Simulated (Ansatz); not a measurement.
C$_{4}$H$_{7}$NO (SMILES COCCC#N)

```xyz
13

C    -0.0986   -2.0267    0.3515
O    -0.5301   -0.7603   -0.0700
C     0.5249    0.1364   -0.2445
C    -0.0568    1.4954   -0.5925
C    -0.8045    2.0809    0.5090
N    -1.3759    2.5511    1.3881
H    -0.9840   -2.6514    0.4636
H     0.4238   -1.9707    1.3156
H     0.5739   -2.4882   -0.3848
H     1.1349    0.2084    0.6677
H     1.1846   -0.1878   -1.0637
H     0.7482    2.1818   -0.8688
H    -0.7198    1.3965   -1.4562
```

Geometry: PBE0-D4/def2-TZVP.

The calculation used RKS PBE0-D4/def2-TZVPP in Ansatz 0.2.0.

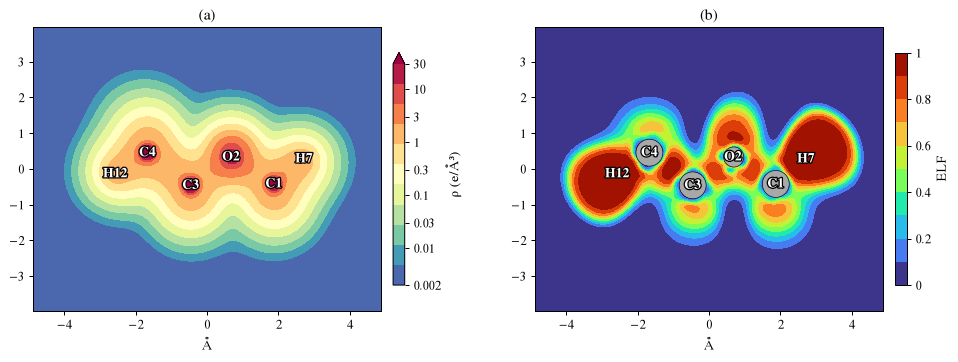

Figure 1. (a) electron density; (b) electron localisation function on the plane of atoms O2, C3 and C4. Grey discs cover the atomic cores in the ELF map.

Question: Describe what can be read from this map.

Answer:
- The section cuts through C, O and H sites.
- C–O (1.40 Å): the density is about 2.2 e/Å³ at the midpoint, with its minimum of 1.9 e/Å³ about 0.5 Å from C; the ELF peaks at about 0.90 between the atoms; a polar covalent bond.
- C–H (1.09 Å): ρ at the midpoint is about 2.1 e/Å³; the ELF climbs to about 1 towards the hydrogen, as it does in any bond to H; a covalent bond by its length.
- C–C (1.52 Å): ρ at the midpoint is about 1.7 e/Å³; the ELF peaks at about 0.95 between the atoms (a covalent bond).
- The ELF also peaks beside O2, away from the bonds: lone-pair regions.

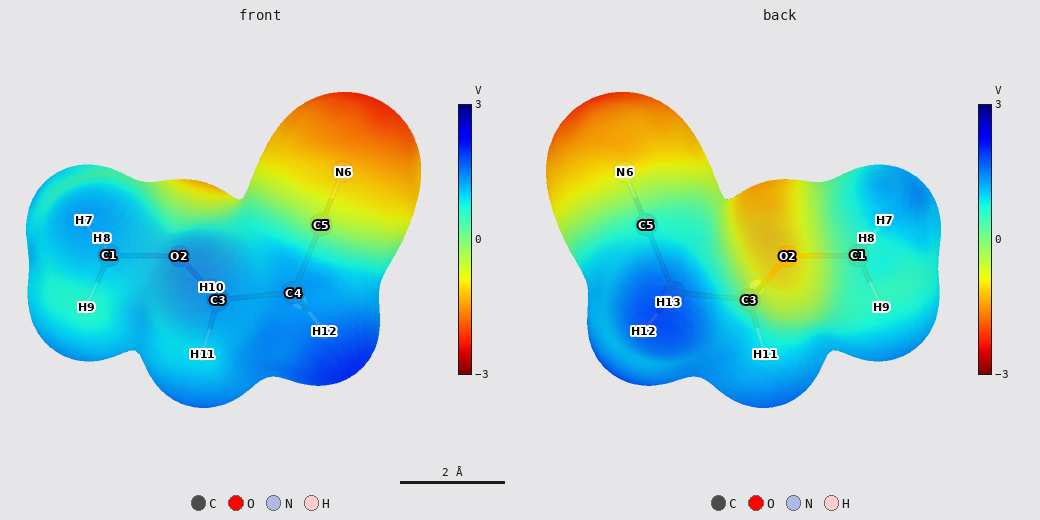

Figure 2. The electrostatic potential painted on the density surface at 0.004 e/bohr³, seen from the front and from behind; red is negative and blue positive.

Question: Where is the surface potential most negative and most positive?

Answer: The most negative region (about −2.2 V) lies over N6, the most positive (about +2.0 V) over H12. N6 is the likeliest acceptor of a hydrogen bond.

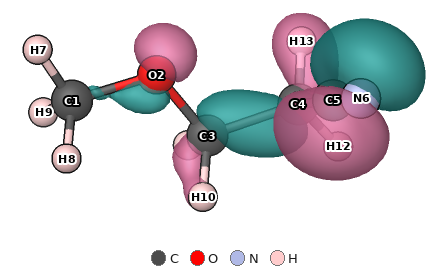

Figure 3. The HOMO−1 at ±0.15 Å⁻³ᐟ² (teal and pink are the two phases), seen from one side.

Question: What is the character of this orbital?

Answer: By Hirshfeld shares it lies mainly on N6 (about 40 %), C5 (about 30 %), C4 (about 10 %), O2 (about 5 %) and C3 (about 5 %); π-bonding across N6–C5. Its energy is −9.27 eV.
